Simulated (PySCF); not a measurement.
## Electronic structure of TiO (triplet) in real space

```xyz
2

Ti    0.0000    0.0000   -0.4005
O     0.0000    0.0000    1.2005
```

All numbers below come from PBE0/def2-TZVPPD, non-relativistic Hamiltonian with scalar-relativistic core potentials where named, at a bond length of 1.601 Å in PySCF.

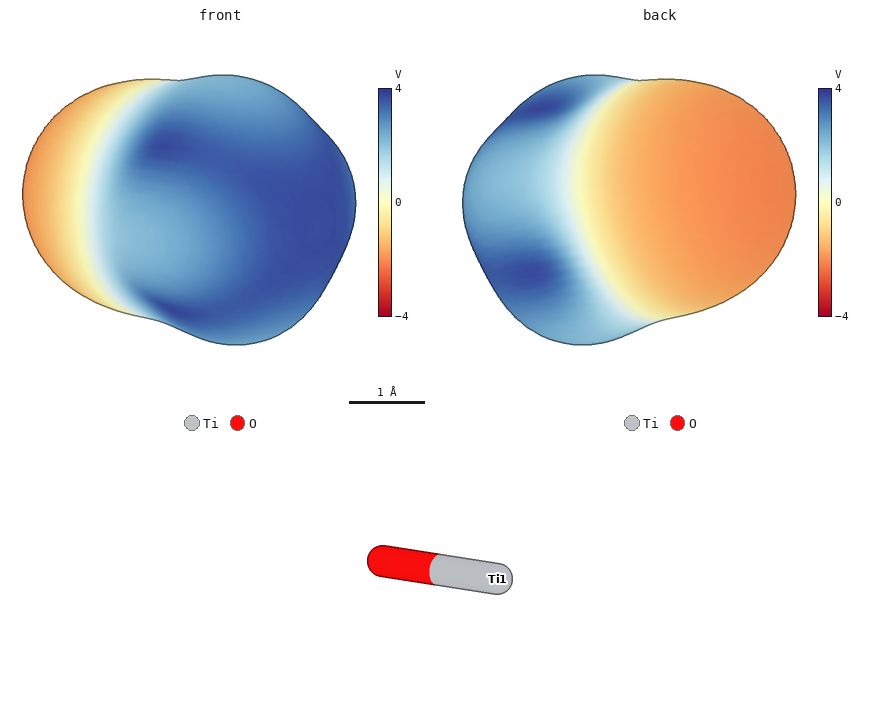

Figure 1. The electrostatic potential painted on the density surface at 0.004 e/bohr³, seen from the front and from behind; the colour scale runs from red (negative) to blue (positive). The bare structure is drawn below in the same view.

Where is the surface potential most negative and most positive?

Answer. The most negative region (about −2.1 V) lies over O2, the most positive (about +3.7 V) over Ti1. O2 is the likeliest acceptor of a hydrogen bond.

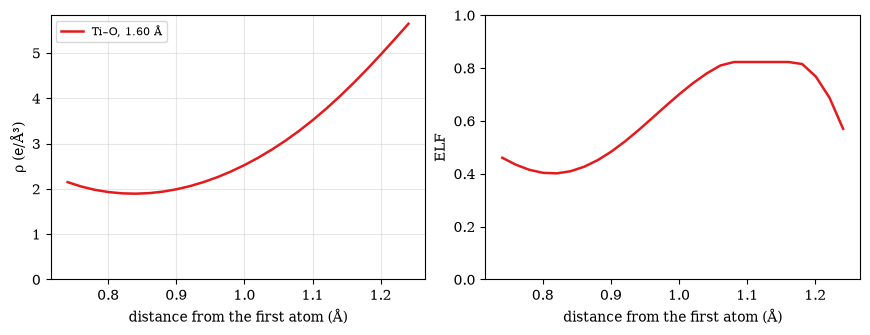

Figure 2. Total electron density and electron localisation function along straight lines between neighbouring atoms. The curves leave out the atomic cores.

What can be read from the curves?

Answer. Ti–O (1.60 Å): the density is about 1.9 e/Å³ at the midpoint; the ELF peaks at about 0.80 in the valence shell of O, 0.5 Å from its nucleus, and drops to about 0.40 between the two atoms.
